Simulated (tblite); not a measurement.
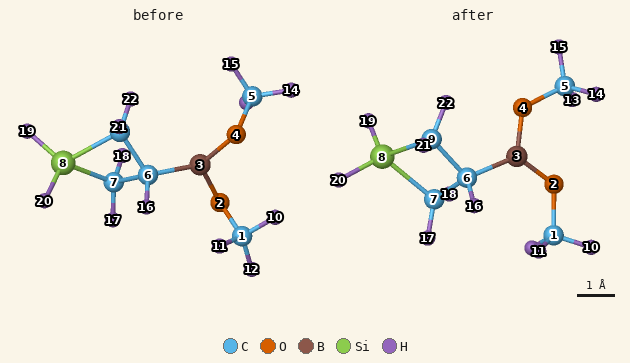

The structure of C₅H₁₃BO₂Si before (left) and after (right) a relaxation, at one scale.

Style: ball-and-stick. Shown face on.

Computed with GFN2-xTB geometry optimisation, gas phase (tblite 0.8.0). 

Question: Describe what moved and what it gained.

Answer: The atom that moves furthest after the best rigid fit is H12 (1.23 Å). By element the largest moves are H 1.23 Å, O 1.17 Å, C 0.60 Å, Si 0.38 Å, B 0.35 Å. Some distances before and after: O2–B3 1.490 → 1.365 Å, B3–O4 1.451 → 1.354 Å, C6–C9 1.503 → 1.551 Å, C7–Si8 1.860 → 1.907 Å. Bond angles that change, for instance: C1–O2–B3 104.2° → 124.5°, O2–B3–C6 115.7° → 124.4°, B3–O4–C5 113.7° → 121.9°. Groups turn about O2–B3 by about 100°, C1–O2 by about 90°, O4–C5 by about 75°. After 134 geometry steps the energy has fallen by 49.7 kcal/mol.
